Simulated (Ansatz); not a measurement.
# C2H3AlFN (SMILES [CH3][Al]([F])[C]#N) at B2PLYP/cc-pVDZ

Aim: the vertical singlet–triplet gap of C2H3AlFN at B2PLYP/cc-pVDZ, from 2 runs. 

Program for the calculation: Ansatz 0.2.0.

114 further runs of the same task are left out: 114 set aside as unsound or not needed. Runs told in other sessions of the task aren't counted.

### Step 1. The molecule

The species is C2H3AlFN (8 atoms), meant as a singlet with charge 0. As SMILES, `[CH3][Al]([F])[C]#N`. Geometry: relaxed at PBE0-D4/def2-TZVP.

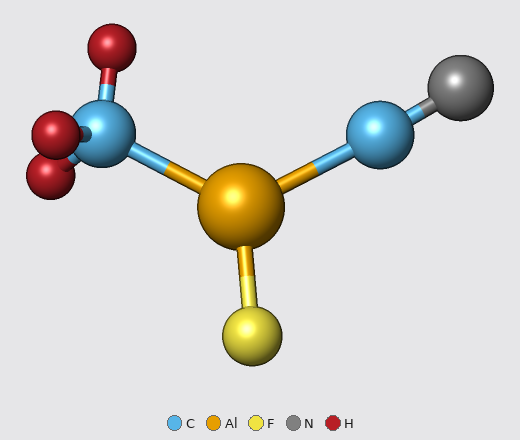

The structure, seen from a chosen angle (carbon blue, aluminium amber, fluorine yellow, nitrogen grey, hydrogen red).

### Step 2. The energy at B2PLYP/cc-pVDZ

Contents of run.yaml:

```yaml
crystal:
  periodic: [false, false, false]
  atoms:
    - {symbol: C, position_ang: [-0.796200, -0.780200, 0.685800]}
    - {symbol: Al, position_ang: [0.733700, 0.022200, -0.157100]}
    - {symbol: F, position_ang: [2.249400, -0.595500, -0.030200]}
    - {symbol: C, position_ang: [0.623900, 1.626000, -1.228300]}
    - {symbol: N, position_ang: [0.500000, 2.584900, -1.857400]}
    - {symbol: H, position_ang: [-0.942000, -1.805200, 0.332600]}
    - {symbol: H, position_ang: [-0.659200, -0.835500, 1.769600]}
    - {symbol: H, position_ang: [-1.709600, -0.216500, 0.485000]}
basis:
  gaussian:
    orbitals: cc-pVDZ
hamiltonian:
  xc: {name: B2PLYP}
correlation:
  frozen_orbitals: {Al: 5, C: 1, F: 1, H: 0, "N": 1}
accuracy: high
output:
  orbitals: {seedname: orbitals}
```

Command:

```sh
ansatz run run.yaml --threads 1 --pin off --max-ram 2610MiB --events-out events.jsonl --progress --plain --runs-dir runs
```

The program printed:

```text
Warning: RAYON_NUM_THREADS=1 ignored (pool sized by the plan → 1); use --threads N
Functional definition: B2PLYP
  name "B2PLYP"
  parameter a = 0.53
  parameter c = 0.27
  exchange = (1 - a)*b88_x + a*exact_x
  correlation = (1 - c)*lyp_c + c*(mp2_os + mp2_ss)
1997 factors; integrals over basis functions are off by at most 3.9e-9 eV
mean field evaluation 1: about -12907.8007 eV, gradient 5.3e1 eV
mean field evaluation 2: about -12908.2208 eV, gradient 5.3e1 eV
mean field evaluation 4: about -12913.7716 eV, gradient 1.2e1 eV
mean field evaluation 8: about -12914.0923 eV, gradient 9.5e-1 eV
mean field evaluation 16: about -12914.0943 eV, gradient 2.5e-4 eV
mean field -12914.09428532 eV, -474.5842114979 hartree, gradient 5.3e-8 eV, S^2 0.000000; 0 other end points of the search recorded, 0 dependent functions left out
9 core orbitals not correlated: weight in the atoms' cores, before any rotation towards them, 1.000 or more for the frozen orbitals, at most 0.000 for the correlated occupied ones
reference -12914.09431101 eV, -474.5842124422 hartree; 13, 13 occupied and 67, 67 virtual orbitals, 1997 factors
second order -22.33409999 eV of doubles, -0.00000000 eV of singles
Total energy: -12920.12451801 eV, -474.8058184619 hartree
```

It took 13 s on 1 thread of Arm Neoverse V2, shared host; peak memory 0.3 GiB.

### Step 3. The triplet

Contents of input.yaml:

```yaml
crystal:
  periodic: [false, false, false]
  atoms:
    - {symbol: C, position_ang: [-0.796200, -0.780200, 0.685800]}
    - {symbol: Al, position_ang: [0.733700, 0.022200, -0.157100]}
    - {symbol: F, position_ang: [2.249400, -0.595500, -0.030200]}
    - {symbol: C, position_ang: [0.623900, 1.626000, -1.228300]}
    - {symbol: N, position_ang: [0.500000, 2.584900, -1.857400]}
    - {symbol: H, position_ang: [-0.942000, -1.805200, 0.332600]}
    - {symbol: H, position_ang: [-0.659200, -0.835500, 1.769600]}
    - {symbol: H, position_ang: [-1.709600, -0.216500, 0.485000]}
basis:
  gaussian:
    orbitals: cc-pVDZ
total_charge: 0
magnetization:
  spin_polarized: true
  initial_magnetization: 2
hamiltonian:
  xc: {name: B2PLYP}
correlation:
  frozen_orbitals: {Al: 5, C: 1, F: 1, H: 0, "N": 1}
accuracy: high
output: {orbitals: {seedname: orbitals}}
```

Command:

```sh
ansatz run input.yaml --threads 1 --pin off --max-ram 2610MiB --events-out events.jsonl --progress --plain --runs-dir runs
```

The program printed:

```text
Warning: RAYON_NUM_THREADS=1 ignored (pool sized by the plan → 1); use --threads N
Functional definition: B2PLYP
  name "B2PLYP"
  parameter a = 0.53
  parameter c = 0.27
  exchange = (1 - a)*b88_x + a*exact_x
  correlation = (1 - c)*lyp_c + c*(mp2_os + mp2_ss)
1997 factors; integrals over basis functions are off by at most 3.9e-9 eV
mean field evaluation 1: about -12901.3721 eV, gradient 3.5e1 eV
mean field evaluation 2: about -12901.4919 eV, gradient 3.5e1 eV
mean field evaluation 4: about -12905.8772 eV, gradient 1.9e1 eV
mean field evaluation 8: about -12907.6947 eV, gradient 7.9e-1 eV
mean field evaluation 16: about -12908.1804 eV, gradient 1.5e0 eV
mean field evaluation 32: about -12908.7778 eV, gradient 2.0e-8 eV
mean field evaluation 64: about -12908.2264 eV, gradient 1.9e-1 eV
mean field -12908.77778990 eV, -474.3888338950 hartree, gradient 2.9e-8 eV, S^2 2.006030; 5 other end points of the search recorded, 0 dependent functions left out
9 core orbitals not correlated: weight in the atoms' cores, before any rotation towards them, 1.000 or more for the frozen orbitals, at most 0.000 for the correlated occupied ones
reference -12908.77781601 eV, -474.3888348545 hartree; 14, 12 occupied and 66, 68 virtual orbitals, 1997 factors
second order -19.90667110 eV of doubles, -0.00000000 eV of singles
Total energy: -12914.15261721 eV, -474.5863551553 hartree
```

Wall time 50 s (1 thread of Arm Neoverse V2, shared host); peak memory 0.56 GiB.

### Step 4. Outcome

Level: B2PLYP/cc-pVDZ, 9 core orbitals frozen.

| quantity | value |
| --- | --- |
| singlet: total energy | -474.80582 Eh |
| singlet: HOMO energy (SCF part's orbitals) | -10.59 eV |
| singlet: LUMO energy (SCF part's orbitals) | -0.63 eV |
| singlet: HOMO–LUMO gap (SCF part's orbitals) | 9.97 eV |
| triplet: total energy | -474.58636 Eh |
| triplet: HOMO energy (SCF part's orbitals) (highest over α and β) | -5.64 eV |
| triplet: LUMO energy (SCF part's orbitals) (lowest over α and β) | -4.85 eV |
| triplet: ⟨S²⟩ | 2.006 |
| vertical energy of the triplet above the singlet | 5.972 eV |

In words: At this shape the triplet lies 5.97 eV (576 kJ/mol) above the singlet.
